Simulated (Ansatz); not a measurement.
## Electronic structure of AlClH···HCl (doublet) in real space

The calculation's input:

```
crystal:
  periodic: [false, false, false]
  atoms:
    - { symbol: Al, position_ang: [0.009081, 0.0, -0.315859] }
    - { symbol: H, position_ang: [0.059266, 0.0, 2.449204] }
    - { symbol: Cl, position_ang: [1.860627, 0.0, -1.339563] }
    - { symbol: H, position_ang: [-1.323627, 0.0, -1.169336] }
    - { symbol: Cl, position_ang: [-0.025147, 0.0, 3.770554] }
magnetization:
  spin_polarized: true
  initial_magnetization: 1
basis:
  gaussian: { orbitals: def2-SVP }
hamiltonian:
  xc: hf
relax:
  f_tol: 0.03
  max_steps: 50
output:
  orbitals: {}
```

Command:

```sh
ansatz run input.yaml --threads 1 --pin off --max-ram 2048MiB --backend cpu --events-out ev --progress --plain --runs-dir out
```

The fields are those of the run's last geometry, not of the input's.

Computed with UHF/def2-SVP (Ansatz 0.2.0).

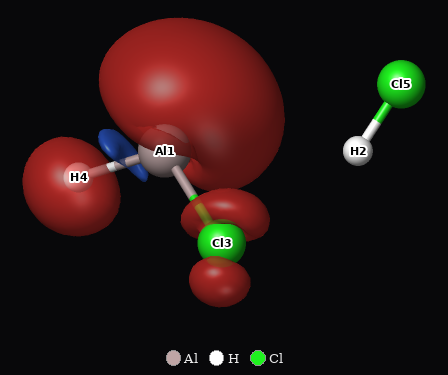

Figure 1. Isosurfaces of the spin density at +0.015 (red) and −0.015 e/Å³ (blue), seen at a tilt.

### Where is the unpaired spin?

The unpaired spin (1 electron) lies mostly on Al1 (about 0.8) and H4 (about 0.1), in electrons by Hirshfeld's partition.

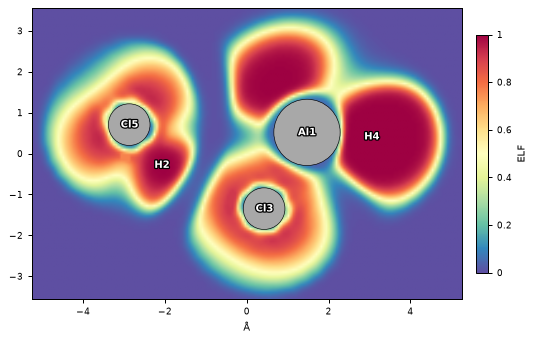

Figure 2. ELF on the molecular plane. Grey discs cover the atomic cores.

### Read the bonding off the picture.

The section cuts through Al, H and Cl sites. Cl3···H2 (2.71 Å): the ELF dips to about 0.05 between them; a non-bonded, intermolecular contact. Al–Cl (2.14 Å): the ELF peaks at about 0.90 in the valence shell of Cl, 0.9 Å from its nucleus, and is about 0.80 at the midpoint. Cl–H (1.27 Å): the ELF climbs to about 1 towards the hydrogen, as it does in any bond to H. Al–H (1.59 Å): the ELF climbs to about 1 towards the hydrogen. The ELF also peaks beside Cl3, Cl5 and Al1, away from the bonds: non-bonding electrons, paired or unpaired.

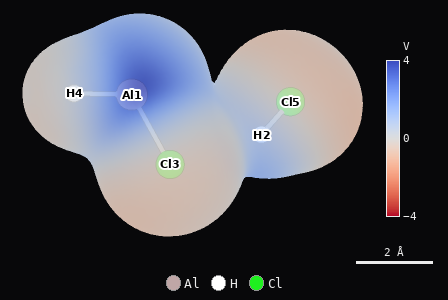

Figure 3. The molecular electrostatic potential painted on the density surface at 0.002 e/bohr³, seen at a tilt; the colour scale runs from red (negative) to blue (positive).

### Which sites attract a positive test charge, and which a negative one?

A positive charge is drawn to the negative regions and a negative charge to the positive ones. The most negative region (about −0.7 V, or −16 kcal/mol for a unit charge) lies over Cl5, the most positive (about +3.7 V, or +85 kcal/mol for a unit charge) over Al1. Cl5 shows a σ-hole: about +0.2 V at the tip opposite its bond, against about −0.6 V, or −14 kcal/mol for a unit charge on its flanks.
